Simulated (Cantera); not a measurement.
Input: 1 mol (CH3)2SiCl2, 220 mol H2, held at 0.450 bar.

Method: chemical equilibrium by Gibbs-energy minimisation in Cantera with the NASA 1993 tables (ideal gas, pure condensed phases). Candidate condensed phases: C, C6H6, C7H8, C8H18, Si, SiC; 109 gas species. The feed counts by its element totals alone. The tables' values for SiCl are old estimates; treat these amounts as uncertain. Gases not in the tables: Si2H6 and higher silanes. Kinetics and transport are ignored.

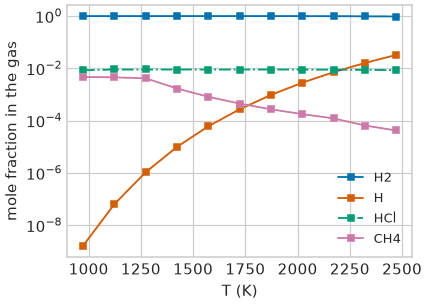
Equilibrium gas composition (values under 1e-9 drawn at 1e-9)

Q: Read off the mole fractions at 1573 K.

A: H2 about 0.99, HCl about 0.0089, CH4 about 0.00081, H about 6.0e-5.
